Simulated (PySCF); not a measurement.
# NH3S (Thiohydroxylamine) at CISD/STO-6G

What is the energy change on altering one bond length of NH3S (Thiohydroxylamine) at CISD/STO-6G? 

The calculation is run with PySCF 2.14.0.

11 further runs of the same task are left out: 11 set aside as unsound or not needed.

## (1) The molecule

The species is NH3S (5 atoms), meant as a singlet with charge 0. SMILES: `NS`. The coordinates come from a GFN2-xTB relaxation. This is one conformer, not always the lowest.

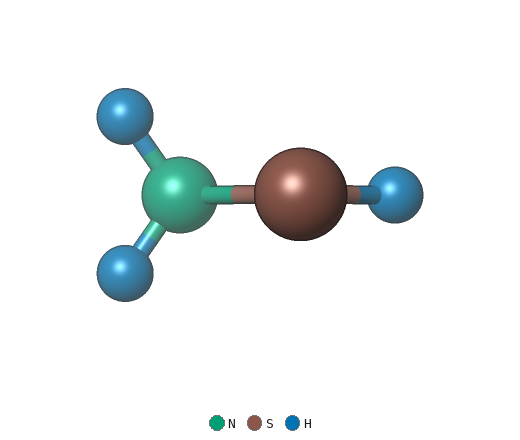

The structure, seen from a chosen angle (nitrogen teal, sulfur brown, hydrogen blue).

## (2) A single-point energy at CISD/STO-6G

Input file job.py:

```python
# Thiohydroxylamine
from pyscf import gto, scf, ci

molecule = gto.M(
    atom='''
N     -0.307572    -0.958847    -0.437850
S      0.317984     1.803498     1.153357
H      0.028421    -2.457948     0.709460
H     -2.146710    -0.991577    -0.981165
H      2.107876     2.604874    -0.443821
''',
    basis='sto-6g',
    verbose=4,
    spin=0,
    unit='bohr',
    max_memory=1860,
)

mf = scf.RHF(molecule)
mf.conv_tol = 1e-10
mf.kernel()
if not mf.converged:
    mf = mf.newton().run(mf.mo_coeff, mf.mo_occ)

cisd = ci.CISD(mf, frozen=6)
cisd.kernel()
energy = cisd.e_tot
print('Final energy', energy)
```

Run with:

```sh
OMP_NUM_THREADS=1 python job.py
```

The log of the run:

```text
PySCF version 2.14.0

[INPUT] num. atoms = 5
[INPUT] num. electrons = 26
[INPUT] charge = 0
[INPUT] spin (= nelec alpha-beta = 2S) = 0
[INPUT] symmetry False subgroup None
[INPUT] Mole.unit = bohr
[INPUT] Symbol           X                Y                Z      unit          X                Y                Z       unit  Magmom
[INPUT]  1 N     -0.162760093117  -0.507399981159  -0.231700241801 AA   -0.307572000000  -0.958847000000  -0.437850000000 Bohr   0.0
[INPUT]  2 S      0.168269886237   0.954370041540   0.610330240455 AA    0.317984000000   1.803498000000   1.153357000000 Bohr   0.0
[INPUT]  3 H      0.015039745512  -1.300690067226   0.375430064059 AA    0.028421000000  -2.457948000000   0.709460000000 Bohr   0.0
[INPUT]  4 H     -1.135990010454  -0.524719951272  -0.519210158152 AA   -2.146710000000  -0.991577000000  -0.981165000000 Bohr   0.0
[INPUT]  5 H      1.115439942645   1.378439958118  -0.234859958928 AA    2.107876000000   2.604874000000  -0.443821000000 Bohr   0.0

nuclear repulsion = 57.8575492554813
number of shells = 11
number of NR pGTOs = 102
number of NR cGTOs = 17
basis = sto-6g
ecp = {}

******** <class 'pyscf.scf.hf.RHF'> ********
method = RHF
initial guess = minao
damping factor = 0
level_shift factor = 0
DIIS = <class 'pyscf.scf.diis.CDIIS'>
diis_start_cycle = 1
diis_space = 8
diis_damp = 0
SCF conv_tol = 1e-10
SCF conv_tol_grad = None
SCF max_cycles = 50
direct_scf = True
direct_scf_tol = 1e-13
Set gradient conv threshold to 1e-05
Initial guess from minao.
init E= -452.054805343638
  HOMO = -0.216859550981266  LUMO = 0.218324855370544  gap/eV = 11.84197
cycle= 1 E= -452.126738318949  delta_E= -0.0719  |g|= 0.205  |ddm|= 2.77
  HOMO = -0.235937614332708  LUMO = 0.466055167649965  gap/eV = 19.10220
cycle= 2 E= -452.145790058987  delta_E= -0.0191  |g|= 0.0354  |ddm|= 0.364
  HOMO = -0.272496116162801  LUMO = 0.432099385195299  gap/eV = 19.17302
cycle= 3 E= -452.146650817326  delta_E= -0.000861  |g|= 0.0119  |ddm|= 0.0888
  HOMO = -0.275727069566399  LUMO = 0.433036634749303  gap/eV = 19.28644
cycle= 4 E= -452.146758524841  delta_E= -0.000108  |g|= 0.00327  |ddm|= 0.0358
  HOMO = -0.2749275063155  LUMO = 0.433036501768045  gap/eV = 19.26468
cycle= 5 E= -452.146768864346  delta_E= -1.03e-05  |g|= 0.00096  |ddm|= 0.0124
  HOMO = -0.274955753112421  LUMO = 0.433130215955965  gap/eV = 19.26800
cycle= 6 E= -452.146769810719  delta_E= -9.46e-07  |g|= 0.000142  |ddm|= 0.00441
  HOMO = -0.274974963255401  LUMO = 0.433111911083859  gap/eV = 19.26803
cycle= 7 E= -452.146769829797  delta_E= -1.91e-08  |g|= 2.94e-05  |ddm|= 0.000536
  HOMO = -0.274974447108178  LUMO = 0.433109596402537  gap/eV = 19.26795
cycle= 8 E= -452.146769830559  delta_E= -7.62e-10  |g|= 2.95e-06  |ddm|= 0.000114
  HOMO = -0.274975304203687  LUMO = 0.433109290930095  gap/eV = 19.26796
cycle= 9 E= -452.146769830564  delta_E= -5.34e-12  |g|= 2.95e-07  |ddm|= 9.5e-06
  HOMO = -0.274975353229242  LUMO = 0.433109229985777  gap/eV = 19.26796
Extra cycle  E= -452.146769830564  delta_E= 2.27e-13  |g|= 1.05e-07  |ddm|= 6.26e-07
converged SCF energy = -452.146769830564

******** <class 'pyscf.ci.cisd.RCISD'> ********
CISD nocc = 7, nmo = 11
frozen orbitals 6
max_cycle = 50
direct = 0
conv_tol = 1e-09
max_cycle = 50
max_space = 12
lindep = 0
nroots = 1
Init t2, MP2 energy = -0.0708968399722981
RCISD converged
E(RCISD) = -452.2393873812271  E_corr = -0.09261755066321298
Final energy -452.2393873812271
```

Wall time 0.62 s (1 thread of Intel Xeon Platinum 8488C (Sapphire Rapids), shared host); peak memory 0.1 GiB.

## (3) The distorted shape

Input file input.py:

```python
from pyscf import gto, ci

mol = gto.M(
    atom='''
N   -0.636346  -0.719435   0.190896
S   -0.305316   0.742335   1.032926
H   -0.458546  -1.512725   0.798026
H   -1.609576  -0.736755  -0.096614
H    1.115440   1.378440  -0.234860
''',
    basis='sto-6g',
    spin=0,
    max_memory=1860,
    verbose=3,
)

mf = mol.RHF()
mf.conv_tol = 1e-10
mf.kernel()
if not mf.converged:
    mf = mf.newton().run(mf.mo_coeff, mf.mo_occ)

cisd = ci.CISD(mf, frozen=6)
cisd.kernel()
e_tot = cisd.e_tot
print('Final energy', e_tot)
```

Run with:

```sh
OMP_NUM_THREADS=1 python input.py
```

The log of the run:

```text
converged SCF energy = -452.012621488547
E(RCISD) = -452.1504474387935  E_corr = -0.1378259502465444
Final energy -452.1504474387935
```

It took 0.7 s on 1 thread of Intel Xeon Platinum 8488C (Sapphire Rapids), shared host; peak memory 0.12 GiB.

## (4) Summary of results

At CISD/STO-6G, 6 core orbitals frozen:

| quantity | value |
| --- | --- |
| first shape: total energy | -452.23939 Eh |
| first shape: dipole moment (Hartree–Fock density) | 0.79 D |
| first shape: HOMO energy (Hartree–Fock orbitals) | -7.48 eV |
| first shape: LUMO energy (Hartree–Fock orbitals) | 11.79 eV |
| first shape: HOMO–LUMO gap (Hartree–Fock orbitals) | 19.27 eV |
| first shape: correlation energy (6 core orbitals frozen) | -92.6 mEh |
| distorted shape: total energy | -452.15045 Eh |
| distorted shape: dipole moment (Hartree–Fock density) | 1.52 D |
| distorted shape: HOMO energy (Hartree–Fock orbitals) | -7.27 eV |
| distorted shape: LUMO energy (Hartree–Fock orbitals) | 5.55 eV |
| distorted shape: HOMO–LUMO gap (Hartree–Fock orbitals) | 12.82 eV |
| distorted shape: correlation energy (6 core orbitals frozen) | -137.8 mEh |
| energy change with the S2–H5 bond stretched from 1.338 to 2.008 Å | 2.420 eV |

With the S2–H5 bond stretched from 1.338 to 2.008 Å the energy rises by 2.42 eV (56 kcal/mol). The first shape isn't relaxed at this level, so the change isn't measured from a minimum. The minimal basis adds a large error of its own. Mulliken charges (first shape) of the mean-field density run from -0.50 on N1 to +0.21 on S2. Mulliken charges (distorted shape) of the mean-field density run from -0.50 on N1 to +0.23 on S2; they depend strongly on the basis.
